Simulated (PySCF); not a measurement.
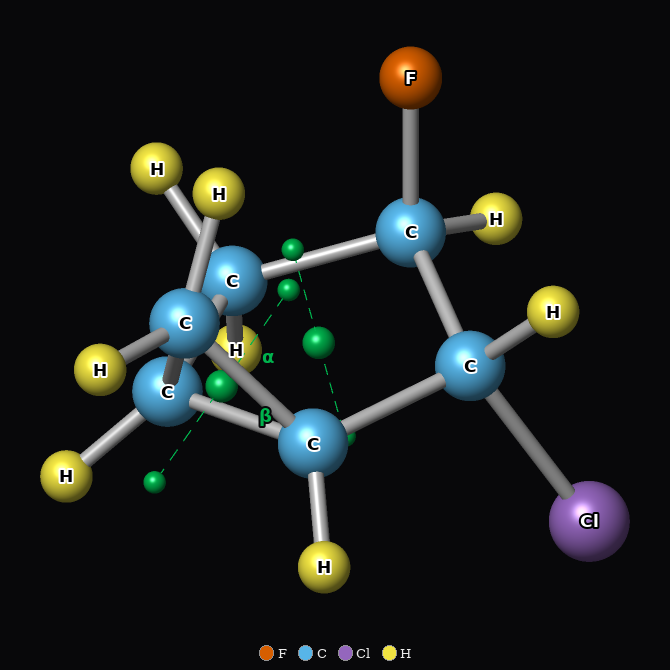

The small points mark where nucleus-independent chemical shifts (NICS) were computed: at the centre of each lettered ring and 1 Å above and below it. The computed structure is the end point of a GFN2-xTB optimisation. No frequency run is at hand to confirm it as a minimum. Method: GIAO PBE0/pcSseg-1 NMR shielding, non-relativistic, gas phase (PySCF 2.14.0).

Give NICS(0), NICS(1) and the out-of-plane component NICS(1)zz for each ring (means of the two sides).

| ring | members | NICS(0) | NICS(1) | NICS(1)zz |
| --- | --- | --- | --- | --- |
| α | C5 | −8.2 | −5.4 | −4.7 |
| β | C3 | −44.9 | −9.0 | −23.6 |

Values in ppm.

Question: What do the values say about the ring currents?

Answer: Ring α: weak, as in a non-aromatic ring. NICS is one index among several.
